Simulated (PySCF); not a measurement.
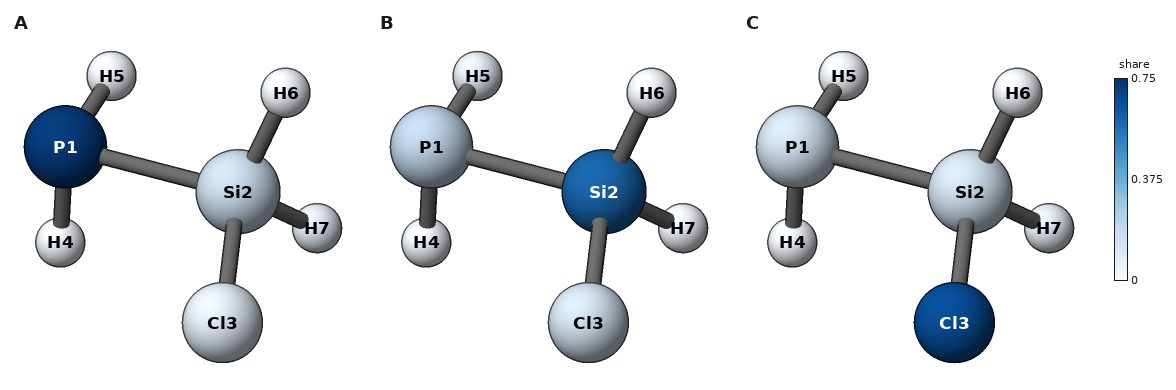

Each panel colours the atoms by their Löwdin share in one orbital (up to four of the largest shares; other atoms are shown as zero). Computed geometry: PBE0-D3(BJ)/def2-SVP optimisation. No frequency run is at hand to confirm it as a minimum. Method: PBE0/def2-TZVP (PySCF 2.14.0).

Question: The panels show the HOMO−2, HOMO, LUMO, in some order. Which is which?

Answer: A: HOMO, −7.87 eV; P1 0.71, Si2 0.15, H7 0.05, Cl3 0.05
B: LUMO, −0.20 eV; Si2 0.59, P1 0.20, Cl3 0.11, H5 0.05
C: HOMO−2, −9.11 eV; Cl3 0.66, P1 0.12, Si2 0.12, H7 0.05
